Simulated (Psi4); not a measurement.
**UCAM-B3LYP/6-31G(d) (spherical functions) run of CH3Cl2Si (SMILES [CH2][SiH](Cl)Cl)**

Aim: the vertical ionisation energy of CH3Cl2Si at UCAM-B3LYP/6-31G* (spherical functions), from 2 runs. 

Program for the calculation: Psi4 1.11.

3 further runs of the same task are left out: 3 that didn't finish.

## 1. The structure to begin with

CH3Cl2Si has 7 atoms, charge 0, and is taken as a doublet. SMILES: `[CH2][SiH](Cl)Cl`. Geometry: relaxed at PBE0-D4/def2-TZVP. This is one conformer, not always the lowest.

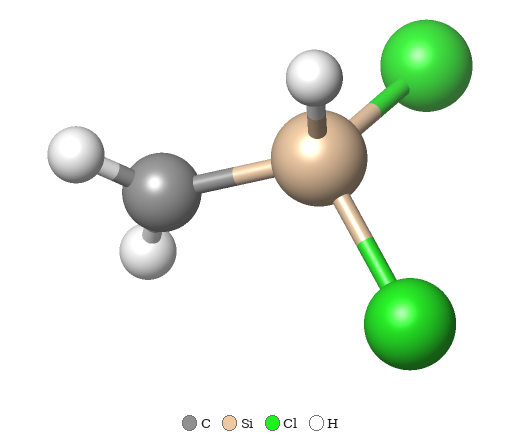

The structure, seen from a chosen angle (carbon grey, silicon light orange, chlorine green, hydrogen white).

## 2. Energy and gradient at UCAM-B3LYP/6-31G(d) (spherical functions)

File job.py:

```python
import psi4

psi4.set_memory(2200000000)
psi4.set_num_threads(1)
psi4.core.set_output_file('ch3cl2si.out', False)

m = psi4.geometry("""
0 2
C     -1.30901329     1.68676954     0.37322091
Si     0.88117929    -0.94391820    -0.00736993
Cl     3.01184550    -0.44484153    -3.20176297
Cl    -1.08470280    -4.25660810    -0.39533071
H     -2.73575651     2.13009929    -1.03084560
H     -1.26384883     2.91131207     2.01728264
H      2.61632582    -1.21131445     2.15806723
units au
symmetry c1
no_reorient
no_com
""")

options = {'reference': 'uks', 'puream': True, 'e_convergence': 1e-09, 'd_convergence': 1e-08, 'scf_type': 'pk', 'dft_radial_points': 99, 'dft_spherical_points': 590, 'maxiter': 100}
psi4.set_options(options)

E = psi4.gradient('cam-b3lyp/6-31G*', molecule=m)
print('gradient / Eh bohr^-1')
print(E.np.round(6))
for k, v in sorted(psi4.core.scalar_variables().items()):
    print(f'{k:45s} {v:18.10f}')
```

Run with:

```sh
python job.py
```

ch3cl2si.out:

```text
[...]
  Running in c1 symmetry.
[...]
  Nuclear repulsion =  261.789143725078929
[...]
  Multiplicity = 2
[...]
  Nalpha       = 29
  Nbeta        = 28
[...]
    Number of basis functions: 74
[...]
   @UKS iter   1: -1249.70328187598489   -3.02644e-01   5.15214e-03 ADIIS/DIIS
[...]
   @UKS iter  12: -1249.79021778713241   -5.22959e-12   5.60692e-09 DIIS
[...]
   @S^2 Observed:                7.533430327E-01
[...]
    Orbital Energies [Eh]
    ---------------------
    Alpha Occupied:
       1A   -101.596438     2A   -101.596369     3A    -66.272216
       4A    -10.290129     5A     -9.532029     6A     -9.531949
       7A     -7.293622     8A     -7.293557     9A     -7.287450
      10A     -7.287381    11A     -7.287200    12A     -7.287128
      13A     -5.428210    14A     -3.788825    15A     -3.787014
      16A     -3.784260    17A     -0.935260    18A     -0.905831
      19A     -0.796368    20A     -0.609960    21A     -0.527930
      22A     -0.481115    23A     -0.475460    24A     -0.466844
      25A     -0.406364    26A     -0.402047    27A     -0.387622
      28A     -0.383673    29A     -0.328275
    Alpha Virtual:
[...]
  @UKS Final Energy: -1249.79021778713241
   => Energetics <=
    Nuclear Repulsion Energy =            261.7891437250789295
    One-Electron Energy =               -2246.4967796908003947
    Two-Electron Energy =                 798.8636815115927448
    DFT Exchange-Correlation Energy =     -63.9462633330035715
    Empirical Dispersion Energy =           0.0000000000000000
    VV10 Nonlocal Energy =                  0.0000000000000000
    Total Energy =                      -1249.7902177871324056
[...]
 Multipole Moments:
 ------------------------------------------------------------------------------------
     Multipole            Electronic (a.u.)      Nuclear  (a.u.)        Total (a.u.)
 ------------------------------------------------------------------------------------
 L = 1.  Multiply by 2.5417464519 to convert [e a0] to [Debye]
 Dipole X            :        -36.1441082           35.8605767           -0.2835315
 Dipole Y            :         79.9200286          -79.1887844            0.7312443
 Dipole Z            :         56.4484016          -55.8699418            0.5784598
 Magnitude           :                                                    0.9745378
[...]
  -Total Gradient:
     Atom            X                  Y                   Z
    ------   -----------------  -----------------  -----------------
       1        0.000738716672    -0.001001368151    -0.000333733035
       2       -0.001756495064    -0.001371126238    -0.004405547217
       3       -0.003223964111    -0.000784881663     0.004100107134
       4        0.002570840385     0.004588928165     0.000129952229
       5        0.000892320427    -0.000549555009     0.000528951237
       6        0.000147323022    -0.000774017296    -0.000791120997
       7        0.000628025448    -0.000104244449     0.000772022859
[...]
```

On the terminal:

```text
gradient / Eh bohr^-1
[[ 0.000739 -0.001001 -0.000334]
 [-0.001756 -0.001371 -0.004406]
 [-0.003224 -0.000785  0.0041  ]
 [ 0.002571  0.004589  0.00013 ]
 [ 0.000892 -0.00055   0.000529]
 [ 0.000147 -0.000774 -0.000791]
 [ 0.000628 -0.000104  0.000772]]
CURRENT ENERGY                                  -1249.7902177871
CURRENT REFERENCE ENERGY                        -1249.7902177871
DD SOLVATION ENERGY                                 0.0000000000
DFT FUNCTIONAL TOTAL ENERGY                     -1249.7902177871
DFT TOTAL ENERGY                                -1249.7902177871
DFT VV10 ENERGY                                     0.0000000000
DFT XC ENERGY                                     -63.9462633330
GRID ELECTRONS ALPHA                               29.0000002338
GRID ELECTRONS BETA                                27.9999998227
GRID ELECTRONS TOTAL                               57.0000000565
NUCLEAR REPULSION ENERGY                          261.7891437251
ONE-ELECTRON ENERGY                             -2246.4967796908
PCM POLARIZATION ENERGY                             0.0000000000
PE ENERGY                                           0.0000000000
SCF ITERATION ENERGY                            -1249.7902177871
SCF ITERATIONS                                     12.0000000000
SCF TOTAL ENERGY                                -1249.7902177871
TWO-ELECTRON ENERGY                               798.8636815116
XC GRID RADIAL POINTS                              99.0000000000
XC GRID SPHERICAL POINTS                          590.0000000000
XC GRID TOTAL POINTS                           385341.0000000000
```

It took 70 s on 1 thread of Intel Xeon Platinum 8259CL at 2.50GHz (Skylake/Cascade Lake), shared host; peak memory 0.96 GiB.

## 3. The singlet cation: the energy at CAM-B3LYP/6-31G(d) (spherical functions)

File calc.dat:

```
memory 2200 mb

molecule m {
  1 1
  C     -0.692700     0.892600     0.197500
  Si     0.466300    -0.499500    -0.003900
  Cl     1.593800    -0.235400    -1.694300
  Cl    -0.574000    -2.252500    -0.209200
  H     -1.447700     1.127200    -0.545500
  H     -0.668800     1.540600     1.067500
  H      1.384500    -0.641000     1.142000
  units angstrom
  symmetry c1
}

set {
  basis 6-31G*
  puream true
  e_convergence 1e-09
  d_convergence 1e-08
  scf_type pk
  dft_radial_points 99
  dft_spherical_points 590
}

e_tot, wfn = energy('cam-b3lyp', return_wfn=True)
oeprop(wfn, 'MAYER_INDICES', 'MULLIKEN_CHARGES', 'QUADRUPOLE')
```

Run with:

```sh
psi4 -i calc.dat -o calc.out -n 1
```

calc.out, shortened:

```text
[...]
  Running in c1 symmetry.
[...]
  Nuclear repulsion =  261.789143782980091
[...]
  Multiplicity = 1
[...]
  Nalpha       = 28
  Nbeta        = 28
[...]
    Number of basis functions: 74
[...]
   @RKS iter   1: -1249.39111902246418    9.51849e-03   2.77468e-03 ADIIS/DIIS
[...]
   @RKS iter  14: -1249.42152185294981   -6.59384e-12   3.36794e-09 DIIS
[...]
  @RKS Final Energy: -1249.42152185294981
   => Energetics <=
    Nuclear Repulsion Energy =            261.7891437829800907
    One-Electron Energy =               -2233.9834797362173049
    Two-Electron Energy =                 786.5023535467485090
    DFT Exchange-Correlation Energy =     -63.7295394464611960
    Empirical Dispersion Energy =           0.0000000000000000
    VV10 Nonlocal Energy =                  0.0000000000000000
    Total Energy =                      -1249.4215218529498088
[...]
 Multipole Moments:
 ------------------------------------------------------------------------------------
     Multipole            Electronic (a.u.)      Nuclear  (a.u.)        Total (a.u.)
 ------------------------------------------------------------------------------------
 L = 1.  Multiply by 2.5417464519 to convert [e a0] to [Debye]
 Dipole X            :          0.6369638           -1.9619314           -1.3249676
 Dipole Y            :         -2.5259897            4.9504236            2.4244339
 Dipole Z            :         -2.5110487            3.8587550            1.3477063
 Magnitude           :                                                    3.0740415
 L = 2.  Multiply by 1.3450342976 to convert [e a0^2] to [Debye ang]
 Quadrupole XX       :       -215.2903774          188.7975590          -26.4928184
 Quadrupole XY       :        -73.1131143           67.7962480           -5.3168664
[...]
  Mulliken Charges: (a.u.)
   Center  Symbol    Alpha    Beta     Spin     Total
       1     C     3.09576  3.09576  0.00000 -0.19152
       2    SI     6.72211  6.72211  0.00000  0.55577
       3    CL     8.51845  8.51845  0.00000 -0.03691
       4    CL     8.51938  8.51938  0.00000 -0.03876
       5     H     0.33232  0.33232  0.00000  0.33536
       6     H     0.33337  0.33337  0.00000  0.33325
       7     H     0.47860  0.47860  0.00000  0.04280
   Total alpha = 28.00000, Total beta = 28.00000, Total charge =  1.00000
  Mayer Bond Indices:
[...]
```

It took 30 s on 1 thread of Intel Xeon Platinum 8259CL at 2.50GHz (Skylake/Cascade Lake), shared host; peak memory 0.95 GiB.

## 4. Results

At UCAM-B3LYP/6-31G* (spherical functions):

| quantity | value |
| --- | --- |
| doublet CH3Cl2Si: total energy | -1249.79022 Eh |
| doublet CH3Cl2Si: dipole moment | 2.48 D |
| doublet CH3Cl2Si: HOMO energy (highest over α and β) | -8.93 eV |
| doublet CH3Cl2Si: LUMO energy (lowest over α and β) | -1.78 eV |
| doublet CH3Cl2Si: ⟨S²⟩ | 0.753 |
| doublet CH3Cl2Si: largest force on an atom | 0.271 eV/Å |
| singlet cation: total energy | -1249.42152 Eh |
| singlet cation: HOMO energy | -15.69 eV |
| singlet cation: LUMO energy | -10.90 eV |
| singlet cation: HOMO–LUMO gap | 4.79 eV |
| vertical ionisation energy (to the singlet cation) | 10.033 eV |

**Reading.** The vertical ionisation energy comes to 10.03 eV (231 kcal/mol). The largest force (doublet CH3Cl2Si) is 0.27 eV/Å: the shape isn't a stationary point for this species at this level. Only the singlet of the ionised species was computed; a triplet could lie lower. Mulliken charges (singlet cation) run from -0.19 on C1 to +0.56 on Si2.
